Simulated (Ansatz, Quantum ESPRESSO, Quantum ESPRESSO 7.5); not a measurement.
# Band edges of tetragonal PbO, 1 layer under strain

Aim: band edges, gap and stiffness of tetragonal PbO, 1 layer under biaxial strain.

Method: plane-wave DFT, PBE, GBRV ultrasoft pseudopotentials (geometry by Ansatz 0.2.0 with PAW datasets; geometry under PBE), in Quantum ESPRESSO 7.5.

### Step 1. Starting point

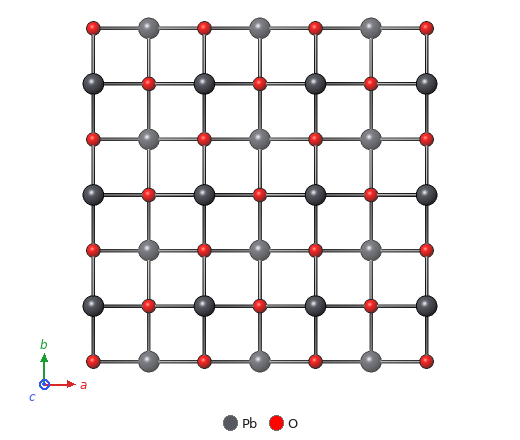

Start, viewed from above; lead dark grey, oxygen red. 3×3×1 cells are drawn. Some periodic images of atoms are drawn too.

The cell holds 4 atoms: 2 Pb and 2 O. Its edges and angles: a = 4.050 Å, b = 4.050 Å, c = 16.414 Å, α = 90.0°, β = 90.0°, γ = 90.0°. It derives from PbO. Vacuum lies along c.

### Step 2. Relaxation with Ansatz

A relaxation in Ansatz fixes the structure of this slab for the runs on it.

File input.yaml:

```yaml
crystal:
  lattice:
    - [4.05, 0.0, 0.0]
    - [0.0, 4.05, 0.0]
    - [0.0, 0.0, 16.4142135624]
  atoms:
    - { symbol: Pb, position: [0.5, 0.0, 0.4569210685] }
    - { symbol: O, position: [0.0, 0.0, 0.5] }
    - { symbol: O, position: [0.5, 0.5, 0.5] }
    - { symbol: Pb, position: [0.0, 0.5, 0.5430789315] }
kpoints:
  mp_grid: { grid: [8, 8, 1] }
hamiltonian:
  xc: pbe
scf:
  occupations: { method: fermi_dirac, width: 0.05 }
  convergence: { dr2_threshold: 1.0e-08 }
efield:
  axis: 3
  dipole_correction: true
  ramp_position: 0.97
  ramp_width: 0.04
relax:
  f_tol: 0.01
  cell: { fix: [c, alpha, beta] }
output:
  write_potential: true
  write_density: true
  volumetric_format: npy
```

Run with:

```bash
$ ansatz run input.yaml --threads 2 --pin off --max-ram 4096MiB --backend cpu --events-out ev --progress --plain --runs-dir out
```

Numbers of over 12 decimals in the logs are rounded to 6 here.

What it wrote:

```text
Warning: relax.cell: scf.convergence.dr2_threshold = 1e-8 eV is looser than the 4e-10 eV advised for a relaxation that steers and ends on the stress (1e-10 eV for each atom of the cell: 4). What an SCF threshold leaves in a stress goes as its square root, and in the free energy as the threshold itself, and one threshold admits the most on a small cell: [figures from the program's tests cut] Set scf.convergence.dr2_threshold to 4e-10 eV or tighter. The threshold is an SCF's pass mark: one that does not reach it within its budget of iterations ends unconverged, or closes short of it on a stop that the run arms, and scf.convergence.dr2_threshold's page says what that costs each kind of run
Engine: ansatz 0.2.0, x86_64-unknown-linux-gnu
Pseudopotentials: kind: paw
Pseudopotential: Pb, paw, valence charge 14, recommended cutoff 420 eV (normal), Pb.paw.azcp
Pseudopotential: O, paw, valence charge 6, recommended cutoff 420 eV (normal), O.paw.azcp
Functional definition: PBE
  parameter kappa = 0.804
  parameter beta = 0.066725
  exchange = pbe_x(kappa = kappa, mu = beta*pi^2/3)
  correlation = pbe_c(beta = beta)
Crystal: 4 atoms, lattice volume = 269.234 Å³
Basis set: ecut = 420 eV, 5279 PW (Γ), exchange–correlation on 60×60×240 points (8 copies of the dense FFT grid, shifted against one another)
Bands: 24, of which v1, the nominal top of the filled ones, is band 20 counted from 1 (19 counted from 0)
Symmetry: 8 space group operations
k-points: 15 of 64
Non-local potential: Pb, projectors of the file, l = 0: 2, l = 1: 2, l = 2: 2, l = 3: 2
Non-local potential: O, projectors of the file, l = 0: 2, l = 1: 2, l = 2: 1
PAW form: soft (Blöchl's): semilocal exchange-correlation on the pseudo side does not see the compensation charge
PAW one-centre angular grid: Pb, 590 points (default); XC on 64 Gauss nodes
PAW one-centre angular grid: O, 110 points (default); XC on 64 Gauss nodes
Initial density: superposition of atomic densities (neutral atoms: chi_scale 0, normalization atom), corrected by the library's trained network
Initial wavefunctions: pseudopotential atomic-orbital guess
Functional: x = pbe(κ = 0.804, μ = 0.219515), c = pbe(β = 0.066725)
SCF iter   1: F=—  HF=-24943.619597 eV  |F-HF|=—  |Δ(HF+E_count)|=         —  Δρ=3.26e-3  dr2=1.34e-2  ethr=1.77e-3  p=0.001 e·Å  D=8.09e-4 V/Å  ΔV_dip=-0.01 eV  dr2_dipole=1.49e-6  V_vac-E_F(+/−)=3.70/3.72 eV  ⟨swp⟩=9.2  Hψ=2260  notcnv=0
efield: sawtooth ramp at fractional position 0.9700 (set: `efield.ramp_position`, or a place that a band, a saddle search or an elastic batch's reference lends), width 0.0400; the density the first Hamiltonian is built on has a dipole p = 0.001 e·Å; the dipole correction subtracts the counter field D = 8.09e-4 V/Å, which shifts the + side's vacuum level by -0.01 eV against the − side's; the planar-averaged density in the ramp window peaks in size at 4.4e-5 e/Å³
preconditioner: auto → Resta (q_TF=auto, 1.986 Å⁻¹)  ε∞=1.8  [insulator: Δε(μ)=1.541 eV  Ē_g=15.578 eV  σ=0.050 eV  W_gap=1.00  n_scr=38 (ndim 8)  ℏωp=14.3 eV  f_vac=0.697  D(μ)=0.00/eV (n_scr^D=0)  ε∞_Penn≈1.8  vacuum switching on, ρ_ref=1.8e-2 e/Å³]
SCF iter   2: F=—  HF=-24943.625725 eV  |F-HF|=—  |Δ(HF+E_count)|=   6.13e-3  Δρ=1.65e-3  dr2=3.85e-3  ethr=3.34e-5  p=0.000 e·Å  D=2.19e-4 V/Å  ΔV_dip=-0.00 eV  dr2_dipole=7.56e-10  V_vac-E_F(+/−)=3.63/3.63 eV  ⟨swp⟩=2.7  Hψ=886  notcnv=0
SCF iter   3: F=—  HF=-24943.629026 eV  |F-HF|=—  |Δ(HF+E_count)|=   3.30e-3  Δρ=1.30e-3  dr2=4.29e-3  ethr=9.63e-6  p=0.000 e·Å  D=1.91e-4 V/Å  ΔV_dip=-0.00 eV  dr2_dipole=4.93e-7  V_vac-E_F(+/−)=3.53/3.53 eV  ⟨swp⟩=2.9  Hψ=770  notcnv=0
SCF iter   4: F=—  HF=-24943.628192 eV  |F-HF|=—  |Δ(HF+E_count)|=   8.34e-4  Δρ=9.82e-5  dr2=3.25e-5  ethr=9.63e-6  p=-0.000 e·Å  D=-1.62e-6 V/Å  ΔV_dip=0.00 eV  dr2_dipole=5.09e-10  V_vac-E_F(+/−)=3.55/3.55 eV  ⟨swp⟩=2.4  Hψ=542  notcnv=0
SCF iter   5: F=—  HF=-24943.628181 eV  |F-HF|=—  |Δ(HF+E_count)|=   1.17e-5  Δρ=4.95e-5  dr2=4.28e-6  ethr=8.12e-8  p=-0.000 e·Å  D=-1.71e-5 V/Å  ΔV_dip=0.00 eV  dr2_dipole=2.66e-9  V_vac-E_F(+/−)=3.55/3.55 eV  ⟨swp⟩=3.1  Hψ=791  notcnv=0
SCF iter   6: F=—  HF=-24943.628276 eV  |F-HF|=—  |Δ(HF+E_count)|=   9.48e-5  Δρ=1.56e-5  dr2=6.93e-7  ethr=1.07e-8  p=0.000 e·Å  D=2.50e-5 V/Å  ΔV_dip=-0.00 eV  dr2_dipole=9.52e-9  V_vac-E_F(+/−)=3.55/3.55 eV  ⟨swp⟩=2.3  Hψ=674  notcnv=0
SCF iter   7: F=—  HF=-24943.628276 eV  |F-HF|=—  |Δ(HF+E_count)|=   2.25e-8  Δρ=3.25e-6  dr2=2.57e-8  ethr=1.73e-9  p=-0.000 e·Å  D=-9.01e-6 V/Å  ΔV_dip=0.00 eV  dr2_dipole=2.08e-9  V_vac-E_F(+/−)=3.55/3.55 eV  ⟨swp⟩=2.1  Hψ=600  notcnv=0
SCF iter   8: F=—  HF=-24943.628276 eV  |F-HF|=—  |Δ(HF+E_count)|=   1.84e-8  Δρ=1.20e-6  dr2=1.04e-8  ethr=2.50e-11  p=0.000 e·Å  D=1.39e-5 V/Å  ΔV_dip=-0.00 eV  dr2_dipole=2.38e-9  V_vac-E_F(+/−)=3.55/3.55 eV  ⟨swp⟩=11.2  Hψ=2942  notcnv=0
SCF iter   9: F=-24943.628276 eV  HF=-24943.628276 eV  |F-HF|=9.09e-11  |Δ(HF+E_count)|=  7.24e-10  Δρ=5.35e-7  dr2=6.95e-10  ethr=2.50e-11  p=0.000 e·Å  D=1.61e-6 V/Å  ΔV_dip=-0.00 eV  dr2_dipole=1.86e-12  V_vac-E_F(+/−)=3.55/3.55 eV  ⟨swp⟩=9.9  Hψ=2646  notcnv=0
SCF 1 converged in 9 iterations: F = -24943.628276 eV  dr2 = 6.95e-10
  greatest PAW one-centre occupation: 0.987 electrons in one spin orbital (limit 2), on the Pb atom at site 0 (counted from 0), in its partial waves of l = 2
relax step   1: F+E_penalty+E_count = -24943.62827558 eV  Δ(F+E_penalty+E_count) = +0.000e0 eV  max|allowed force component| = 6.633e0 eV/Å  Δτ_max = 0.0000 Å  P = +10.743 GPa  Ω = 269.234 Å³  fix = [c, alpha, beta]  reactions: c +5.573 GPa  (9 SCF iters, accepted)
Crystal: 4 atoms, lattice volume = 277.319 Å³
Basis set: ecut = 420 eV, 5383 PW (Γ), exchange–correlation on 60×60×240 points (8 copies of the dense FFT grid, shifted against one another)
Initial density: handed on by an earlier stage of this run
Initial wavefunctions: those handed on with the density
iter 1 solved again at ethr=3.14e-4 eV; its pass at ethr=3.10e-3 eV (dr2=1.26e-1 eV) is discarded
SCF iter   1: F=—  HF=-24946.104962 eV  |F-HF|=—  |Δ(HF+E_count)|=         —  Δρ=8.20e-3  dr2=1.25e-1  ethr=3.14e-4  p=0.000 e·Å  D=2.15e-6 V/Å  ΔV_dip=-0.00 eV  dr2_dipole=3.04e-11  V_vac-E_F(+/−)=3.62/3.62 eV  ⟨swp⟩=2.0  Hψ=2533  notcnv=0
[...]
relax step   3: F+E_penalty+E_count = -24946.99474741 eV  Δ(F+E_penalty+E_count) = -9.108e-1 eV  max|allowed force component| = 1.078e0 eV/Å  Δτ_max = 0.1945 Å  P = +0.958 GPa  Ω = 276.232 Å³  energy of the carried Pulay correction = -3.803e-3 eV  fix = [c, alpha, beta]  reactions: c +1.348 GPa  (8 SCF iters, accepted)
[...]
relax step   4: F+E_penalty+E_count = -24947.07596628 eV  Δ(F+E_penalty+E_count) = -8.122e-2 eV  max|allowed force component| = 4.545e-1 eV/Å  Δτ_max = 0.1278 Å  P = -0.522 GPa  Ω = 269.780 Å³  energy of the carried Pulay correction = -3.003e-4 eV  fix = [c, alpha, beta]  reactions: c -0.666 GPa  (8 SCF iters, accepted)
[...]
relax step   5: F+E_penalty+E_count = -24947.08898991 eV  Δ(F+E_penalty+E_count) = -1.302e-2 eV  max|allowed force component| = 3.956e-4 eV/Å  Δτ_max = 0.0352 Å  P = -0.082 GPa  Ω = 271.059 Å³  energy of the carried Pulay correction = -1.002e-3 eV  fix = [c, alpha, beta]  reactions: c -0.010 GPa  (7 SCF iters, accepted)
[...]
relax step   6: F+E_penalty+E_count = -24947.08995788 eV  Δ(F+E_penalty+E_count) = -9.680e-4 eV  max|allowed force component| = 7.172e-3 eV/Å  Δτ_max = 0.0031 Å  P = -0.053 GPa  Ω = 270.188 Å³  energy of the carried Pulay correction = -5.241e-4 eV  fix = [c, alpha, beta]  reactions: c -0.017 GPa  (6 SCF iters, accepted)
[...]
relax step   7: F+E_penalty+E_count = -24947.09072423 eV  Δ(F+E_penalty+E_count) = -7.663e-4 eV  max|allowed force component| = 8.463e-4 eV/Å  Δτ_max = 0.0026 Å  P = -0.002 GPa  Ω = 269.167 Å³  energy of the carried Pulay correction = +3.684e-5 eV  fix = [c, alpha, beta]  reactions: c -0.006 GPa  (6 SCF iters, accepted)
Initial wavefunctions: pseudopotential atomic-orbital guess (no wavefunctions were taken with the density)
iter 1 solved again at ethr=3.95e-7 eV; its pass at ethr=3.10e-3 eV (dr2=1.58e-4 eV) is discarded
SCF iter   1: F=—  HF=-24947.090639 eV  |F-HF|=—  |Δ(HF+E_count)|=         —  Δρ=1.10e-6  dr2=1.63e-9  ethr=3.95e-7  p=0.000 e·Å  D=3.49e-6 V/Å  ΔV_dip=-0.00 eV  dr2_dipole=5.25e-11  V_vac-E_F(+/−)=3.23/3.23 eV  ⟨swp⟩=3.8  Hψ=2951  notcnv=0
efield: sawtooth ramp at fractional position 0.9700 (set: `efield.ramp_position`, or a place that a band, a saddle search or an elastic batch's reference lends), width 0.0400; the density the first Hamiltonian is built on has a dipole p = 0.000 e·Å; the dipole correction subtracts the counter field D = 3.49e-6 V/Å, which shifts the + side's vacuum level by -0.00 eV against the − side's; the planar-averaged density in the ramp window peaks in size at 3.6e-6 e/Å³
eigensolver tolerance schedule: the retry pair's looser diagonalisation over-reported the residual by 97089.27 of it (diagonalisation noise at an unbounded share of the residual, at the tolerance the schedule requests for it); recorded, not acted on — ethr = c·dr2/N_el stays at c = 1.0e-1
preconditioner: auto → Resta (q_TF=auto, 1.986 Å⁻¹)  ε∞=2.0  [insulator: Δε(μ)=2.502 eV  Ē_g=14.629 eV  σ=0.050 eV  W_gap=1.00  n_scr=38 (ndim 8)  ℏωp=14.3 eV  f_vac=0.651  D(μ)=0.00/eV (n_scr^D=0)  ε∞_Penn≈2.0  vacuum switching on, ρ_ref=1.6e-2 e/Å³]
SCF iter   2: F=—  HF=-24947.090690 eV  |F-HF|=—  |Δ(HF+E_count)|=   5.06e-5  Δρ=6.88e-7  dr2=1.29e-9  ethr=4.07e-12  p=0.000 e·Å  D=1.06e-6 V/Å  ΔV_dip=-0.00 eV  dr2_dipole=1.47e-11  V_vac-E_F(+/−)=3.23/3.23 eV  ⟨swp⟩=14.9  Hψ=3531  notcnv=0
SCF iter   3: F=-24947.090690 eV  HF=-24947.090690 eV  |F-HF|=2.69e-10  |Δ(HF+E_count)|=  1.82e-11  Δρ=4.16e-7  dr2=1.12e-10  ethr=3.22e-12  p=0.000 e·Å  D=1.87e-6 V/Å  ΔV_dip=-0.00 eV  dr2_dipole=7.60e-14  V_vac-E_F(+/−)=3.23/3.23 eV  ⟨swp⟩=6.1  Hψ=2148  notcnv=0
SCF 8 converged in 3 iterations: F = -24947.090690 eV  dr2 = 1.12e-10
relax step   8: F+E_penalty+E_count = -24947.09068957 eV  Δ(F+E_penalty+E_count) = +3.465e-5 eV  max|allowed force component| = 8.530e-4 eV/Å  Δτ_max = 0.0000 Å  P = +0.001 GPa  Ω = 269.167 Å³  fix = [c, alpha, beta]  reactions: c -0.001 GPa  stress off target by 1.88e-3 GPa on what of the cell is left free  SCF on the basis re-selected at this cell (its energy is not comparable with the rows above)  (3 SCF iters)
basis re-selected at this cell: Δ(F+E_penalty+E_count) = +3.465e-5 eV, ΔP = +0.003 GPa vs the last step (what re-selecting the basis moved, of the pressure what is left beyond the Pulay correction that the steps carried, after the strain that the cell walked since its last selection, with what the two solves' SCF thresholds leave and, on support functions, any second-order correction that the steps lacked; it is no m [...]
WARN: The output density's exchange-correlation potential varies sharply where the density is thin. Do not read a vacuum level from v_tot or v_xc, or from such a field of the output density. On a cell that repeats whose density bears no net charge and no dipole along the vacuum's axis use v_es (v_loc + v_h of the components); under efield.dipole_correction with no amplitude use v_es + v_field, which holds any externa [...]
SCF converged after 3 iterations
Free energy (F): -24947.090690 eV
Harris-Foulkes:  -24947.090690 eV  (|F-HF|=2.69e-10)
Internal energy: -24947.090690 eV  (E = F + TS)
E sigma→0 (E₀):  -24947.090690 eV
Fermi energy:    0.487281 eV
Dipole field:    D = 0.000002 V/Å  (p = 0.000003 e·Å, saw-weighted, corrected)
Work function:   Φ+ = 3.2318 eV   Φ− = 3.2318 eV
Levels:          The Fermi level and band energies are counted from a zero that moves with the ramp; work functions are not
--- Per-component energies (eV) ---
  E_band       = -453.016992
  E_kinetic    = 925.112669
  E_local      = -17216.186721  (includes V_loc(G=0)·N_el)
  E_nonlocal   = 797.825659
  E_hartree    = 8116.630350
  E_xc         = -587.751737
  E_vxc        = -451.285386  (∫ρ·V_xc dr)
  E_paw        = -21128.010104  (= ΣΔE_a)
  E_vpaw       = -741.749021  (= ΣTr[D̂ρ^β])
  E_aug_tail   = 0.004883  (compensation charges beyond the density's cutoff)
  E_efield     = 0.000000  (sawtooth field / dipole correction)
  E_vefield    = -0.000014  (∫n·V_field dr)
  E_ewald      = 4145.284313
  E_smearing   = -0.000000  (= −TS)
  E_closure    = 0.000000  (closes the sum)
  Σ components = -24947.090690   (vs F -24947.090690, Δ=0.00e0)
--- Forces (eV/Å), atoms counted from 1 ---
  atom   1  Pb     0.00000000     0.00000000     0.00085329
  atom   2  O      0.00000000     0.00000000    -0.00001240
  atom   3  O      0.00000000     0.00000000    -0.00001240
  atom   4  Pb     0.00000000     0.00000000    -0.00082725
  max |Σ_I F_I| component: 1.24e-6 eV/Å
--- Stress (GPa, compression-positive) ---
        0.001882       0.000000      -0.000000
        0.000000       0.001882       0.000000
        0.000000       0.000000      -0.001130
  P = ⅓ Tr σ = 0.0009 GPa (0.009 kbar)
--- Band table (eV; the first three rows and the last of 15) ---
  k-point 0: bands = [... 16 lower, -1.8824, -1.8477, -1.8477, -0.7985, 1.7031, 1.7098, 3.6637, 4.1100]
  k-point 1: bands = [... 16 lower, -2.1493, -1.9480, -1.7854, -0.8108, 1.9797, 2.0211, 3.7799, 4.1463]
  k-point 2: bands = [... 16 lower, -2.4291, -2.2288, -1.9050, -0.8827, 2.5953, 2.7013, 3.1913, 4.3325]
  k-point 14: bands = [... 16 lower, -2.0782, -2.0782, -1.2343, -1.2343, 2.3727, 2.3727, 4.3865, 4.3865]
--- Relaxed structure (7 steps of the walk, 7 accepted, 1 SCFs on fresh bases) ---
  F+E_penalty+E_count = -24947.09068957 eV   max|allowed force component| = 8.530e-4 eV/Å   (the final SCF, on the basis selected at the relaxed cell)
  cell:  # Å, volume = 269.1672 Å³
    - [4.049497, 0, 0]
    - [0, 4.049497, 0]
    - [0, 0, 16.4142135624]
  atoms:
    - { symbol: Pb, position: [0.5, 0, 0.427210] }
    - { symbol: O, position: [0, 0, 0.500000] }
    - { symbol: O, position: [0.5, 0.5, 0.500000] }
    - { symbol: Pb, position: [2.339577407658779e-17, 0.5, 0.572790] }
```

Run time: 23 s. Hardware: 2 threads of Intel Xeon Platinum 8488C (Sapphire Rapids), shared host; peak memory 0.54 GiB.

Step by step:

```
step  energy less that of the first step (eV)  largest force component (eV/Å)  pressure (GPa)  volume (Å³)
   1                                   0.0000                          6.6330           10.74       269.23
   2                                  -2.4557                          3.6371            4.54       277.32
   3                                  -3.3665                          1.0778            0.96       276.23
   4                                  -3.4477                          0.4545           -0.52       269.78
   5                                  -3.4607                          0.0004           -0.08       271.06
   6                                  -3.4617                          0.0072           -0.05       270.19
   7                                  -3.4624                          0.0008            0.00       269.17
  8*                                  -3.4624                          0.0009            0.00       269.17
```

Relaxation steps marked * repeat the geometry before them on a plane-wave basis chosen anew for their cell, so energy and pressure can jump there.

Forces are held to the 8 operations that the run works with; a distortion that breaks them can't arise in this run.

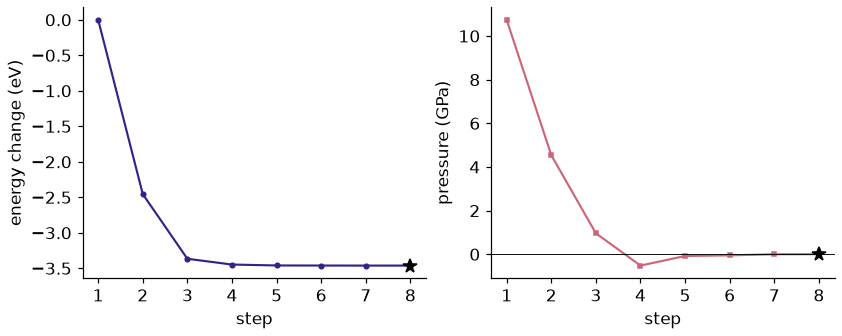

Energy and pressure along the relaxation. Stars mark steps on a basis chosen anew.

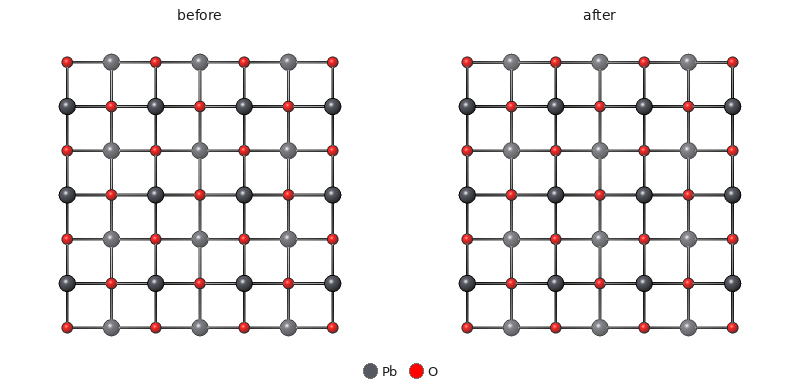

The structure before and after the relaxation, drawn at the same scale.

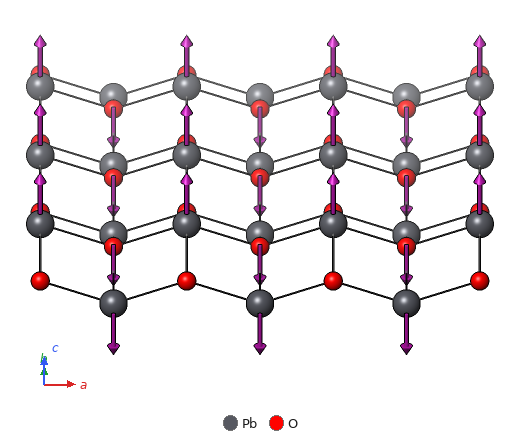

Displacements in the relaxation, exaggerated, measured against the changing cell; the longest in the cell stands for 0.49 Å. 3×3×1 cells are drawn. Some periodic images of atoms are drawn too.

```
cell as run  before  after  change
      a (Å)   4.050  4.049  -0.0 %
      b (Å)   4.050  4.049  -0.0 %
```

The atoms that moved most (Å, along periodic axes as changes of fractional coordinates times the final cell, across vacuum about the mean position):

```
atom     dx     dy      dz  length
 Pb1  0.000  0.000  -0.488   0.488
 Pb4  0.000  0.000   0.488   0.488
```

The relaxed structure:

```xyz
4
Lattice="4.0495 0.0000 0.0000 0.0000 4.0495 0.0000 0.0000 0.0000 16.4142" Properties=species:S:1:pos:R:3
Pb    2.0247    0.0000    7.0123
O     0.0000    0.0000    8.2071
O     2.0247    2.0247    8.2071
Pb    0.0000    2.0247    9.4019
```

This step gave:

* free energy: -24947.0907 eV
* Fermi energy: 0.4873 eV
* gap by band count: 2.502 eV
* symmetry operations: 8
* dipole along the normal: 3.25e-6 e·Å
* vacuum level at the upper face over a Fermi level inside the gap: 3.232 eV
* vacuum level at the lower face over a Fermi level inside the gap: 3.232 eV

(Continued in part 2 of 2.)

[Logs are printed without paths, hosts, clocks, repeated set-up lines and the standing remarks that a program may print on its own settings, such as how far it seeks lower states.]

[Hosts, paths, dates, database ids (printed as entryN), source tags and the programs' standing remarks are cut or masked in the printed files.]

[Maps of the electrostatic potential energy from Ansatz leave out the sawtooth potential of an applied field or a dipole correction, so their vacuum need not be flat; planar profiles and work functions include it.]
